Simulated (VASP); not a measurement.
Band structure of ScGe$_{2}$ (space group Cmcm). Computed with LDA (Ceperley-Alder, Perdew-Zunger), VASP's LDA PAW potentials (set 64) (plane waves; VASP).

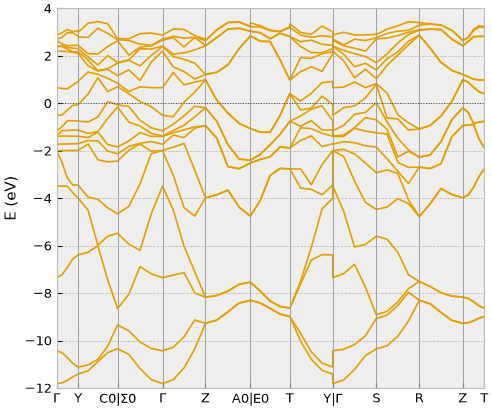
*Bands along high-symmetry lines, zero at the valence-band maximum or, without a gap, the Fermi level*

Question: Read the plot: is there a gap, and where are the band edges?

Answer: It has no gap at this level: it comes out as a metal or semimetal.

The structure comes from a computed database's ScGe2 entry; how it stands against other phases isn't given here. The cell was not relaxed at this level. The k-mesh is coarse (spacing up to 0.42 per Å, 2π included), so the numbers may not be converged in it.
